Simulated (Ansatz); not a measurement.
# Σ5 (210) boundary in fcc Ag: structure and resistance, part 2 of 3

Wanted: what the Σ5 (210) boundary in fcc Ag costs an interconnect.

Ansatz 0.2.0; Ansatz plane-wave DFT, PBE, PAW files; relaxation of a bicrystal slab with its lowest layers held; PAW set soft_1 (the session's first sound run).

So far. Step 2 (Relaxing the bicrystal): The largest force component on a free atom ends at 0.0031 eV/Å, under the tolerance of 0.03, after 11 steps.

## 3. Transmission across the boundary

This step: Ansatz plane-wave DFT, PBE, PAW files; ballistic transport by layer matching (Landauer), zero bias; boundary relaxed in a short slab, bulk layers laid on; PAW set soft_1 (Ansatz 0.2.0).

System of this step: Σ5 (210) boundary in fcc Ag. The cell holds 47 atoms: 47 Ag. Cell: a = 5.005 Å, b = 4.086 Å, c = 50.852 Å, α = 90.0°, β = 90.0°, γ = 65.9°. It derives from Ag. Regions: lower grain, 19 atoms (19 Ag); boundary, 13 atoms (13 Ag); upper grain, 15 atoms (15 Ag). Vacuum lies along c.

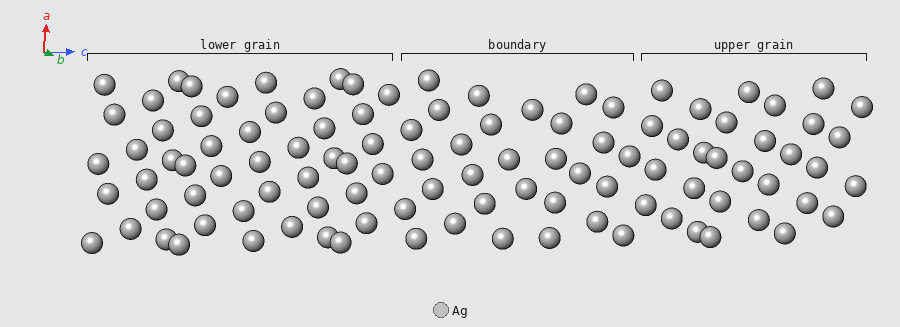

The cell of this step (silver light grey). 2×1×1 cells are drawn. Some periodic images of atoms are drawn too.

input.yaml

```yaml
crystal:
  lattice:
    - [5.0045524935, 0.0, 0.0]
    - [1.6681841645, 3.7301731908, 0.0]
    - [0.0, 0.0, 50.8522552339]
  atoms:
    - { symbol: Ag, position: [-14.9999999996, 7.4999999997, 0.0786592449] }
    - { symbol: Ag, position: [-14.3999999997, 7.1999999998, 0.0966270242] }
    - { symbol: Ag, position: [-13.7999999997, 6.8999999998, 0.1145948035] }
    - { symbol: Ag, position: [-13.1999999997, 6.5999999998, 0.1325625827] }
    - { symbol: Ag, position: [-12.5999999997, 6.2999999998, 0.150530362] }
    - { symbol: Ag, position: [-11.9999999997, 5.9999999998, 0.1684981412] }
    - { symbol: Ag, position: [-11.3999999997, 5.6999999998, 0.1864659205] }
    - { symbol: Ag, position: [-10.7999999997, 5.3999999998, 0.2044336998] }
    - { symbol: Ag, position: [-10.1999999998, 5.0999999998, 0.222401479] }
    - { symbol: Ag, position: [-9.5999999998, 4.7999999998, 0.2403692583] }
    - { symbol: Ag, position: [-8.9999999998, 4.4999999999, 0.2583370376] }
    - { symbol: Ag, position: [-8.3999999998, 4.1999999999, 0.2763048168] }
    - { symbol: Ag, position: [-7.7999999998, 3.8999999999, 0.2942725961] }
    - { symbol: Ag, position: [-7.1999999998, 3.5999999999, 0.3122403753] }
    - { symbol: Ag, position: [-6.5999999998, 3.2999999999, 0.3302081546] }
    - { symbol: Ag, position: [-5.9999999998, 2.9999999999, 0.3481759339] }
    - { symbol: Ag, position: [-5.3999999999, 2.6999999999, 0.3661437131] }
    - { symbol: Ag, position: [-4.7999999999, 2.3999999999, 0.3841114924] }
    - { symbol: Ag, position: [-4.1999999999, 2.0999999999, 0.4020792716] }
    - { symbol: Ag, position: [0.4000000001, 0.7999999999, 0.4200470509] }
    - { symbol: Ag, position: [0.002426556, 0.498786722, 0.4394415549] }
    - { symbol: Ag, position: [0.6071355867, 0.1964322066, 0.4577930602] }
    - { symbol: Ag, position: [0.2137644929, 0.8931177535, 0.4756489476] }
    - { symbol: Ag, position: [0.8071109228, 0.5964445386, 0.4950416606] }
    - { symbol: Ag, position: [0.4199308225, 0.2900345888, 0.5156384895] }
    - { symbol: Ag, position: [0.0224770632, -0.0112385316, 0.5286822968] }
    - { symbol: Ag, position: [0.6276593055, 0.6861703473, 0.5547601983] }
    - { symbol: Ag, position: [0.0246023692, 0.9876988154, 0.5808401622] }
    - { symbol: Ag, position: [0.4220886507, 0.2889556747, 0.5939460927] }
    - { symbol: Ag, position: [-0.1908187541, 0.595409377, 0.6145327722] }
    - { symbol: Ag, position: [0.2154574653, 0.8922712673, 0.633821052] }
    - { symbol: Ag, position: [0.6101209322, 0.1949395339, 0.6518240661] }
    - { symbol: Ag, position: [-4.9898790678, 2.4949395339, 0.6697918454] }
    - { symbol: Ag, position: [-5.5898790678, 2.7949395339, 0.6877596247] }
    - { symbol: Ag, position: [-6.1898790678, 3.0949395339, 0.7057274039] }
    - { symbol: Ag, position: [-6.7898790678, 3.3949395339, 0.7236951832] }
    - { symbol: Ag, position: [-7.3898790677, 3.6949395339, 0.7416629624] }
    - { symbol: Ag, position: [-7.9898790677, 3.9949395338, 0.7596307417] }
    - { symbol: Ag, position: [-8.5898790677, 4.2949395338, 0.777598521] }
    - { symbol: Ag, position: [-9.1898790677, 4.5949395338, 0.7955663002] }
    - { symbol: Ag, position: [-9.7898790677, 4.8949395338, 0.8135340795] }
    - { symbol: Ag, position: [-10.3898790677, 5.1949395338, 0.8315018588] }
    - { symbol: Ag, position: [-10.9898790677, 5.4949395338, 0.849469638] }
    - { symbol: Ag, position: [-11.5898790677, 5.7949395338, 0.8674374173] }
    - { symbol: Ag, position: [-12.1898790676, 6.0949395338, 0.8854051965] }
    - { symbol: Ag, position: [-12.7898790676, 6.3949395338, 0.9033729758] }
    - { symbol: Ag, position: [-13.3898790676, 6.6949395337, 0.9213407551] }
kpoints:
  mp_grid: { grid: [7, 7, 1] }
hamiltonian:
  xc: pbe
  pseudopotentials: { kind: paw, azcp: { folder: soft_1 } }
scf:
  occupations: { method: fermi_dirac, width: 0.1 }
output:
  transmission:
    leads: [[10, 11], [38, 39]]
    kmesh: [18, 18]
    e_range: [-0.1, 0.1]
    de: 0.05
  write_potential: true
  write_density: true
  volumetric_format: npy
  elf: true
```

Run with:

```
> ansatz run input.yaml --threads 4 --pin off --max-ram 15360MiB --backend cpu --events-out ev --progress --plain --runs-dir out
```

Numbers of over 12 decimals in the logs are rounded to 6 here.

The log of the run:

```text
[...]
Crystal: 47 atoms, lattice volume = 949.302 Å³
Basis set: ecut = 420 eV, 18621 PW (Γ)
Bands: 536, of which v1, the nominal top of the filled ones, is band 447 counted from 1 (446 counted from 0)
Symmetry: 2 space group operations
[...]
k-points: 16 of 49 (time reversal used)
[...]
SCF iter   1: F=—  HF=-356766.875247 eV  |F-HF|=—  |Δ(HF+E_count)|=         —  Δρ=6.27e-2  dr2=4.25e1  ethr=3.10e-3  ⟨swp⟩=5.0  Hψ=25656  notcnv=0  defer=819
[...]
SCF iter  10: F=-356755.975621 eV  HF=-356755.975621 eV  |F-HF|=3.10e-8  |Δ(HF+E_count)|=   1.74e-8  Δρ=2.12e-6  dr2=5.45e-8  ethr=1.12e-11  ⟨swp⟩=11.0  Hψ=37589  notcnv=0
SCF 1 converged in 10 iterations: F = -356755.975621 eV  dr2 = 5.45e-8
[...]
transmission: 360 of 3549 steps passed
transmission: 718 of 3549 steps passed
[...]
transmission: 3549 of 3549 steps passed
WARN: The input density's exchange-correlation potential varies sharply where the density is thin. Do not read a vacuum level from v_tot or v_xc, or from such a field of the output density. On a cell that repeats whose density bears no net charge and no dipole along the vacuum's axis use v_es (v_loc + v_h of the components); under efield.dipole_correction with no amplitude use v_es + v_field, which holds any external [...]
SCF converged after 10 iterations
Free energy (F): -356755.975621 eV
[...]
Internal energy: -356755.560956 eV  (E = F + TS)
E sigma→0 (E₀):  -356755.768288 eV
Entropy (-TS):   -0.414664 eV (-8.823 meV/atom)
Fermi energy:    13.926918 eV
[...]
--- Band table (eV; the first three rows and the last of 16) ---
  k-point 0: bands = [... 443 lower, 15.6045, 15.7013, 15.7327, 15.8207, 15.8896, 15.9582, 16.0313, 16.0905, ... 85 higher]
  k-point 1: bands = [... 443 lower, 15.2468, 15.3249, 15.4032, 15.4935, 15.6451, 15.7965, 15.9447, 16.0273, ... 85 higher]
  k-point 2: bands = [... 443 lower, 14.5875, 14.6105, 14.6464, 14.7648, 14.8264, 14.8933, 15.0206, 15.0867, ... 85 higher]
  k-point 15: bands = [... 443 lower, 12.5683, 12.6385, 13.0118, 13.0994, 13.4964, 13.5711, 13.9444, 14.0574, ... 85 higher]
--- Transmission ---
  basis      : 165 plane waves across, 39 finite elements along
  points     : 91, standing for a mesh of 18 x 18
  energies   : 5 from -0.100000 to 0.100000 eV about the Fermi level, 0.050000 eV apart; the leads are filled to 0.000000 eV, and channels, transmission and decay are at 0.000000 eV
  crystal 0  : Ag3, at the sites [10, 11], period 2.7411 Å, over 18.27 Å; its Hamiltonian steps by up to 14.8 meV
    offset         : up to 0.0000 Å between an atom of the period and one for which it stands
    channels       : 2.138889e0 a spin
    conductance    : none, the energies end too early or step too widely for 300 K: set another output.transmission.e_range or a lower de, or, where they end at an eighth of basis.ecutwfc, a higher one
[...]
channels       : 2.138889e0 a spin
[...]
junction   : crystal 0 to crystal 1, 12.92 to 37.93 Å
    transmission   : 1.804997e0 a spin
[...]
```

Run time: 19 min. Hardware: 4 threads of Arm Neoverse V1, shared host; peak memory 10 GiB; 74 min of CPU time.

In the SCF lines HF is the Harris–Foulkes energy and dr2 the Hartree energy of the density residual, in eV; the loop may stop once dr2 is under the threshold and the program's other checks hold. Hψ counts applications of the Hamiltonian.

This step gave:

```yaml
free_energy: -356755.9756 eV
energy_at_zero_smearing: -356755.7683 eV
fermi_energy: 13.93 eV
cell_area: 18.67 Å²
transmission_per_spin_nearest_the_fermi_level: 1.805
open_channels_per_spin_nearest_the_fermi_level: 2.139
open_channels_per_spin_upper_lead: 2.139
step_of_the_lead_s_potential: 14.8 meV
step_of_the_upper_lead_s_potential: 12.7 meV
```

Per spin. The transmission, zone mean by energy, zero at the Fermi level:

```csv
energy (eV),"transmission, zone mean"
-0.1000,1.82
-0.0500,1.80
0.0000,1.80
0.0500,1.84
0.1000,1.82
```

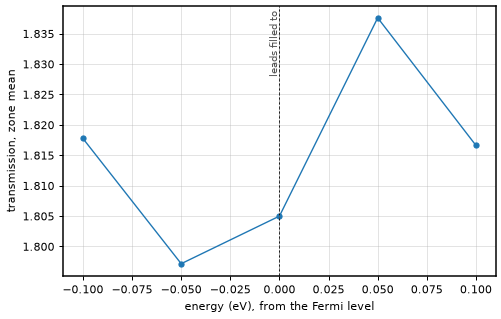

Transmission, zone mean, plotted against energy.

Per spin. Open channels, zone mean against energy, zero at the Fermi level:

```csv
energy (eV),lead,upper lead
-0.1000,2.13,2.13
-0.0500,2.13,2.14
0.0000,2.14,2.14
0.0500,2.16,2.16
0.1000,2.16,2.15
```

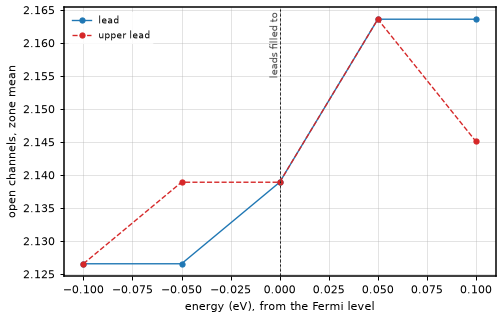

Open channels, zone mean, plotted against energy.

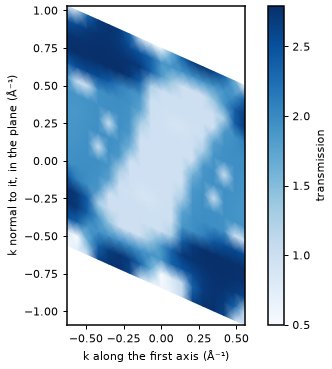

Transmission over k1 and k2. At 0.0000 eV from the Fermi level.

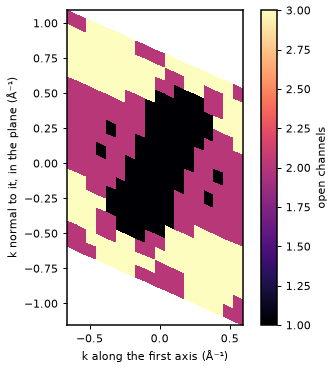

Open channels over k1 and k2. At 0.0000 eV from the Fermi level.

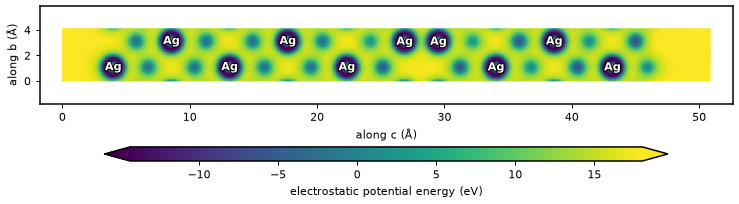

Electrostatic potential energy in the cb plane at fractional x = 0.000, with atoms of Ag within 0.2 Å of it. With pseudopotentials it is smooth inside the atoms' cores, unlike the true potential. The map starts off the cell's origin, so that atoms lie inside it.

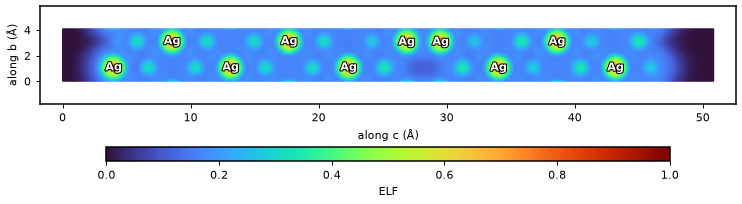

ELF in the cb plane at fractional x = 0.000, with atoms of Ag within 0.2 Å of it. It is the smooth field of the valence electrons, not physical close to the nuclei. The map starts off the cell's origin, so that atoms lie inside it.

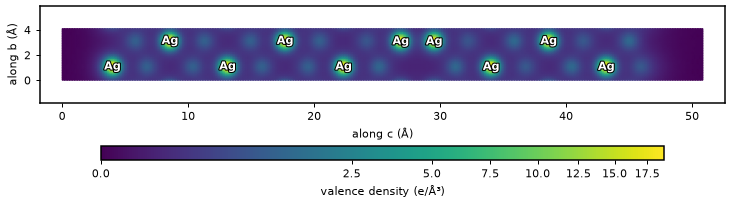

Valence density in the cb plane at fractional x = 0.000, with atoms of Ag within 0.2 Å of it. It is the smooth field of the valence electrons, not physical close to the nuclei. The map starts off the cell's origin, so that atoms lie inside it. The colour scale is stretched toward low values.

Over the solved energies the transmission per spin lies between 1.80 and 1.84, out of 2.14 channels of the lead on average (up to 2.16).

## 4. Specific resistance

This step: Ansatz plane-wave DFT, PBE, PAW files; ballistic transport by layer matching (Landauer), zero bias; specific resistance of the boundary; PAW set soft_1 (Ansatz 0.2.0).

Numbers from this step:

```
area resistance                      : 0.2034 fΩ m²
T over the leads' mean channel count : 0.8468
```

Averaged over the energies near the Fermi level, 84.7 % of the channels pass, which makes 0.203 fΩ m².

By hand, with T and the leads' channels N averaged over the energies near the Fermi level: RA = A (h/2e²)(1/T − ½[1/N₁ + 1/N₂]) = 18.67×10⁻²⁰ m² × 12 906 Ω × (1/1.815 − ½[1/2.144 + 1/2.143]) = 0.203 fΩ m².

[end of part 2 of 3]

[Logs are printed without paths, hosts, clocks, repeated set-up lines and the standing remarks that a program may print on its own settings, such as how far it seeks lower states.]

[Hosts, paths, dates, database ids (printed as entryN), source tags and the programs' standing remarks are cut or masked in the printed files.]
